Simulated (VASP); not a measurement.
Band structure of Cu$_{3}$Au (L1_2). Method: vdW-DF2, VASP's PBE PAW potentials (set 64) (plane waves; VASP).

Unless said otherwise, spin-orbit coupling is left out, though it shifts the bands of the heavy elements here.

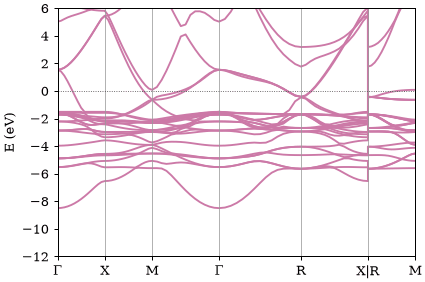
Bands along high-symmetry lines, zero at the valence-band maximum or, without a gap, the Fermi level

Task: Read the plot: is there a gap, and where are the band edges?

Result: It has no gap at this level: it comes out as a metal or semimetal. (Edges off the drawn lines would not show.)

The compound is Cu3Au in the L1_2 structure. It was relaxed first, which changed the volume by +15 %.
